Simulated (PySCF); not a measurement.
Molecule: C₄H₁₁Ge, SMILES [GeH3][CH2][C](C)C, doublet. Atoms near the plane z = 1.5 Å, at the GFN2-xTB optimised geometry (x, y, z in Å): Ge5 (1.2, 0.8, 0.0), H9 (-1.7, -1.0, 0.3), H14 (0.8, 0.3, 1.3), H15 (2.7, 0.8, 0.0), H16 (0.8, 2.2, 0.0).

Computed with unrestricted PBE0/def2-TZVP in PySCF. The values are rescaled to run from 0 to 1.

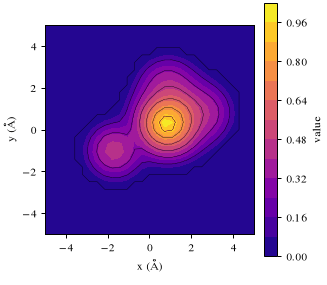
Figure: a field on the plane z = 1.5 Å.

Problem. Which quantity is mapped?
A) electrostatic potential
B) log10 of the electron density
C) deformation density (molecule minus spherical neutral atoms)
D) an orbital amplitude

Solution. B, log10 of the electron density. In full: log10 of the electron density (e/bohr³), floored at −4.
